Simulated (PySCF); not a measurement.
CH5NOSi, SMILES `O=CN[SiH3]`.

Method: BP86/def2-SVPD; geometry: GFN2-xTB; program: PySCF. No frequency check shows the geometry to be a minimum.

Geometry (Å), atoms numbered from 1:

```
O1      -1.4349    0.8722   -0.0001
C2      -1.3125   -0.3290    0.0002
N3      -0.1060   -0.9095   -0.0001
Si4      1.2529    0.2143   -0.0000
H5      -2.1756   -1.0184    0.0004
H6      -0.0416   -1.9138   -0.0006
H7       1.1927    1.0031    1.2233
H8       2.3875   -0.7130   -0.0003
H9       1.1930    1.0051   -1.2215
```

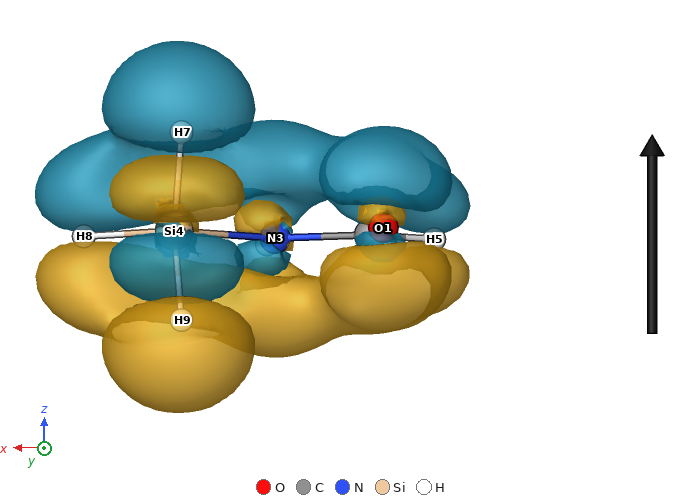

Change of the electron density in a uniform field of 0.21 V/Å along +z (arrow), surfaces at ±0.001 e/Å³ (yellow: gain, teal: loss).

**How large is the response?**

The induced dipole is 0.43 D (along the field); α along this axis, from the fields in both directions, is 42 bohr³ (6.3 Å³).

**Which atoms gain and lose the most charge?**

Electrons gather most on H9 (Hirshfeld charge changes by −0.009 e) and leave H7 most (+0.009 e); 0.044 electrons are displaced in all.
